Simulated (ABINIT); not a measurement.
Band structure of Ba (Im-3m, 1 atom in the cell).

```
CELL_PARAMETERS angstrom
     -2.53435     2.53435     2.53435
      2.53435    -2.53435     2.53435
      2.53435     2.53435    -2.53435
ATOMIC_POSITIONS crystal
  Ba 0.00000 0.00000 0.00000
```

Method of the run: PBE, PAW (JTH v2.0 PBE PAW) (plane waves; ABINIT).

Settings: pseudos = [Ba.GGA_PBE-JTH.xml]; ecut = 20 Ha; pawecutdg = 40 Ha; pawxcdev = 0; ixc = 11; occopt = 3; tsmear = 0.1 eV; ngkpt = 9 9 9; nshiftk = 1; shiftk = 0 0 0; potentials = JTH v2.0 PBE PAW; kptopt = 1; nstep = 50.

The starting cell has typed, rounded lattice constants, without a prior relaxation at this level. Its lattice was rescaled by a random factor within 2.5 % of one.

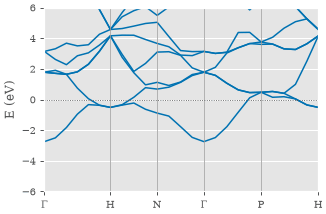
Fig. 1. Bands along the path, energies from the Fermi level.

Levels in eV from the Fermi level, bands 2 to 9:
```json
[
 {"point": "Γ", "2": "-13.92", "3": "-13.92", "4": "-13.92", "5": "-2.75", "6": "1.78", "7": "1.78", "8": "1.78", "9": "3.14"},
 {"point": "H", "2": "-14.21", "3": "-14.21", "4": "-14.21", "5": "-0.51", "6": "-0.51", "7": "4.15", "8": "4.15", "9": "4.15"},
 {"point": "N", "2": "-14.34", "3": "-14.06", "4": "-13.93", "5": "-0.88", "6": "0.68", "7": "1.12", "8": "3.09", "9": "3.66"},
 {"point": "P", "2": "-14.13", "3": "-14.13", "4": "-14.13", "5": "0.47", "6": "0.47", "7": "0.47", "8": "3.60", "9": "3.75"}
]
```

Bands cross the Fermi level along this path, so the cell is metallic at this level.
